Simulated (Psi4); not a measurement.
# BSiH5 (boranylsilane) at 3 levels

Aim: a comparison of 3 runs (TPSS/def2-TZVP, revPBE/def2-TZVP, CCSD/def2-TZVP) of BSiH5 (boranylsilane). 

Program for the calculation: Psi4 1.11.

## Step 1: The molecule

The species is BSiH5 (7 atoms), meant as a singlet with charge 0. As SMILES, `B[SiH3]`. The Si2–H7 distance was set to 1.711 Å, away from the relaxed value.

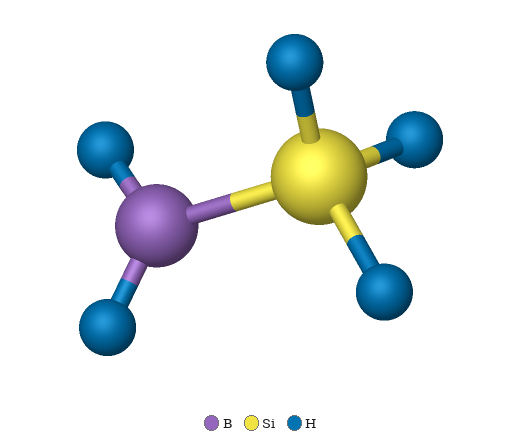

Viewed from a chosen angle; boron purple, silicon yellow, hydrogen blue.

## Step 2: Energy and forces at TPSS/def2-TZVP (run 1)

Contents of job.inp:

```
memory 2.2 GB

molecule system {
  B     -0.251045    -1.269038     0.217952
  Si    -0.118745     0.705262    -0.134848
  H     -1.333845    -1.770638     0.303752
  H      0.698555    -1.982538     0.349052
  H     -0.823845     1.013362    -1.413548
  H     -0.831445     1.436662     0.953252
  H      1.474500     1.318800    -0.239500
  symmetry c1
  no_reorient
  no_com
}

set basis def2-TZVP
set puream true
set e_convergence 1e-09
set d_convergence 1e-08
set scf_type pk
set dft_radial_points 99
set dft_spherical_points 590

gradient('tpss')
```

Run with:

```bash
$ psi4 -n 1 job.inp job.out
```

job.out:

```text
[...]
  Running in c1 symmetry.
[...]
  Nuclear repulsion =   46.820991826101640
[...]
  Multiplicity = 1
[...]
  Nalpha       = 12
  Nbeta        = 12
[...]
    Number of basis functions: 98
[...]
   @RKS iter   1:  -317.22490830880042   -5.14532e-01   4.54631e-03 ADIIS/DIIS
[...]
   @RKS iter  10:  -317.33985648591175   -4.70664e-11   5.83994e-09 DIIS
[...]
    Orbital Energies [Eh]
    ---------------------
    Doubly Occupied:
       1A    -65.672356     2A     -6.618002     3A     -5.108766
       4A     -3.483209     5A     -3.482632     6A     -3.481538
       7A     -0.513917     8A     -0.441498     9A     -0.335370
      10A     -0.324437    11A     -0.292294    12A     -0.273457
[...]
  @RKS Final Energy:  -317.33985648591175
   => Energetics <=
    Nuclear Repulsion Energy =             46.8209918261016398
    One-Electron Energy =                -529.9692494044686555
    Two-Electron Energy =                 192.6098821275766682
    DFT Exchange-Correlation Energy =     -26.8014810351214123
    Empirical Dispersion Energy =           0.0000000000000000
    VV10 Nonlocal Energy =                  0.0000000000000000
    Total Energy =                       -317.3398564859117528
[...]
 Multipole Moments:
 ------------------------------------------------------------------------------------
     Multipole            Electronic (a.u.)      Nuclear  (a.u.)        Total (a.u.)
 ------------------------------------------------------------------------------------
 L = 1.  Multiply by 2.5417464519 to convert [e a0] to [Debye]
 Dipole X            :          6.9376078           -7.0557366           -0.1181288
 Dipole Y            :         -6.8890867            6.6974275           -0.1916592
 Dipole Z            :          1.6309918           -1.5970151            0.0339766
 Magnitude           :                                                    0.2276886
[...]
  -Total Gradient:
     Atom            X                  Y                   Z
    ------   -----------------  -----------------  -----------------
       1       -0.001563579582     0.001702147596    -0.000304454640
       2       -0.041103670764    -0.017737409475     0.003072567674
       3        0.000208007863    -0.000165568778     0.000028217319
       4        0.000385555359     0.000148701801    -0.000027253128
       5       -0.001484042306    -0.000560027468    -0.000738423166
       6       -0.001473633507    -0.000290205810     0.000850529460
       7        0.045030942341     0.016902209037    -0.002881159069
[...]
```

Wall time 30 s (1 thread of AMD EPYC 9B45 (Zen 5), shared host); peak memory 1.2 GiB.

## Step 3: A single-point energy at revPBE/def2-TZVP (run 2)

Contents of job.py:

```python
import psi4

psi4.set_memory(2200000000)
psi4.set_num_threads(1)
psi4.set_output_file('run.log', False)

mol = psi4.geometry("""
0 1
B
Si 1 2.009933
H 1 1.19642 2 118.94554
H 1 1.194994 3 117.45115 2 -179.99763
H 2 1.492369 1 108.78924 4 121.71038
H 2 1.492263 5 107.3331 1 -117.54871
H 2 1.7105 6 108.28026 5 116.68504
units angstrom
symmetry c1
""")

options = {'basis': 'def2-TZVP', 'puream': True, 'e_convergence': 1e-09, 'd_convergence': 1e-08, 'scf_type': 'pk', 'dft_radial_points': 99, 'dft_spherical_points': 590}
psi4.set_options(options)

energy_value = psi4.energy("revpbe")
print(f'revpbe energy: {energy_value:.10f} Eh')
```

Run with:

```bash
$ python job.py
```

run.log:

```text
[...]
  Running in c1 symmetry.
[...]
  Nuclear repulsion =   46.820992871839437
[...]
  Multiplicity = 1
[...]
  Nalpha       = 12
  Nbeta        = 12
[...]
    Number of basis functions: 98
[...]
   @RKS iter   1:  -317.09199075542870   -4.59750e-01   4.84592e-03 DIIS/ADIIS
[...]
   @RKS iter  10:  -317.22889220444341   -7.65112e-11   8.08022e-09 DIIS
[...]
    Orbital Energies [Eh]
    ---------------------
    Doubly Occupied:
       1A    -65.416093     2A     -6.541289     3A     -5.053138
       4A     -3.458206     5A     -3.457673     6A     -3.456491
       7A     -0.501865     8A     -0.429932     9A     -0.326231
      10A     -0.315062    11A     -0.283040    12A     -0.266750
[...]
  @RKS Final Energy:  -317.22889220444341
   => Energetics <=
    Nuclear Repulsion Energy =             46.8209928718394366
    One-Electron Energy =                -529.9949221146814580
    Two-Electron Energy =                 192.6169382108603259
    DFT Exchange-Correlation Energy =     -26.6719011724617303
    Empirical Dispersion Energy =           0.0000000000000000
    VV10 Nonlocal Energy =                  0.0000000000000000
    Total Energy =                       -317.2288922044434116
[...]
 Multipole Moments:
 ------------------------------------------------------------------------------------
     Multipole            Electronic (a.u.)      Nuclear  (a.u.)        Total (a.u.)
 ------------------------------------------------------------------------------------
 L = 1.  Multiply by 2.5417464519 to convert [e a0] to [Debye]
 Dipole X            :         -0.0002302            0.0001183           -0.0001120
 Dipole Y            :          0.1188439           -0.0109578            0.1078861
 Dipole Z            :         -0.9520953            0.7618233           -0.1902720
 Magnitude           :                                                    0.2187301
[...]
```

On the terminal:

```text
revpbe energy: -317.2288922044 Eh
```

It took 11 s on 1 thread of AMD EPYC 9B45 (Zen 5), shared host; peak memory 0.9 GiB.

## Step 4: A single-point energy at CCSD/def2-TZVP (run 3)

Contents of bh5si.xyz:

```xyz
7
BH5Si
B     -0.251045    -1.269038     0.217952
Si    -0.118745     0.705262    -0.134848
H     -1.333845    -1.770638     0.303752
H      0.698555    -1.982538     0.349052
H     -0.823845     1.013362    -1.413548
H     -0.831445     1.436662     0.953252
H      1.474500     1.318800    -0.239500
```

Contents of run_ase.py:

```python
import numpy as np
from ase.calculators.psi4 import Psi4
from ase.io import read

mol = read('bh5si.xyz')
calc = Psi4(atoms=mol, method='ccsd', basis='def2-TZVP', memory='2200MB', num_threads=1, charge=0, multiplicity=1, label='bh5si')
calc.psi4.set_options({'puream': True, 'e_convergence': 1e-09, 'd_convergence': 1e-08, 'scf_type': 'pk', 'num_frozen_docc': 6})
mol.calc = calc

print(f'energy: {mol.get_potential_energy():.6f} eV')
```

Run with:

```bash
$ python run_ase.py
```

bh5si.dat:

```text
[...]
  Running in c1 symmetry.
[...]
  Nuclear repulsion =   46.820991826101640
[...]
  Multiplicity = 1
[...]
  Nalpha       = 12
  Nbeta        = 12
[...]
    Number of basis functions: 98
[...]
   @RHF iter   1:  -316.43937020894276   -8.62112e-01   2.17106e-03 ADIIS/DIIS
[...]
   @RHF iter  10:  -316.48684829324077   -2.78533e-12   2.61810e-09 DIIS
[...]
    Orbital Energies [Eh]
    ---------------------
    Doubly Occupied:
       1A    -68.775496     2A     -7.620782     3A     -6.124163
       4A     -4.230638     5A     -4.230393     6A     -4.229701
       7A     -0.745652     8A     -0.650562     9A     -0.512247
      10A     -0.483368    11A     -0.443953    12A     -0.420161
[...]
  @RHF Final Energy:  -316.48684829324077
   => Energetics <=
    Nuclear Repulsion Energy =             46.8209918261016398
    One-Electron Energy =                -529.6814491368412519
    Two-Electron Energy =                 166.3736090174988362
    Total Energy =                       -316.4868482932407687
[...]
 Multipole Moments:
 ------------------------------------------------------------------------------------
     Multipole            Electronic (a.u.)      Nuclear  (a.u.)        Total (a.u.)
 ------------------------------------------------------------------------------------
 L = 1.  Multiply by 2.5417464519 to convert [e a0] to [Debye]
 Dipole X            :         -0.1860020            0.0610800           -0.1249220
 Dipole Y            :         -1.0108838            0.7475937           -0.2632901
 Dipole Z            :          0.1804466           -0.1336723            0.0467742
 Magnitude           :                                                    0.2951526
[...]
      * MP2 total energy                      = -316.705918315267070
[...]
      * CCSD total energy                     = -316.752286006009513
```

The script printed:

```text
energy: -8619.268729 eV
```

Wall time 13 s (1 thread of AMD EPYC 9B45 (Zen 5), shared host); peak memory 1 GiB.

## Step 5: Overview of the runs

```tsv
run	level	task	frozen core orbitals	energy (Eh)	dipole moment (D)	HOMO energy (eV)	LUMO energy (eV)	wall time
1	TPSS/def2-TZVP	gradient	0	-317.339856	0.58	-7.44	-3.30	30 s
2	revPBE/def2-TZVP	energy	0	-317.228892	0.56	-7.26	-3.46	11 s
3	CCSD/def2-TZVP	energy	6	-316.752286	–	-11.43	0.99	13 s
```

## Step 6: Summary of results

| quantity | value |
| --- | --- |
| run 3: total energy | -316.75229 Eh |
| run 3: HOMO energy (Hartree–Fock orbitals) | -11.43 eV |
| run 3: LUMO energy (Hartree–Fock orbitals) | 0.99 eV |
| run 3: HOMO–LUMO gap (Hartree–Fock orbitals) | 12.42 eV |
| run 3: correlation energy (6 core orbitals frozen) | -265.4 mEh |
| run 3: T1 diagnostic | 0.013 |

Totals of different functionals can't be ranked against each other. All runs together took 53 s, the longest 30 s.
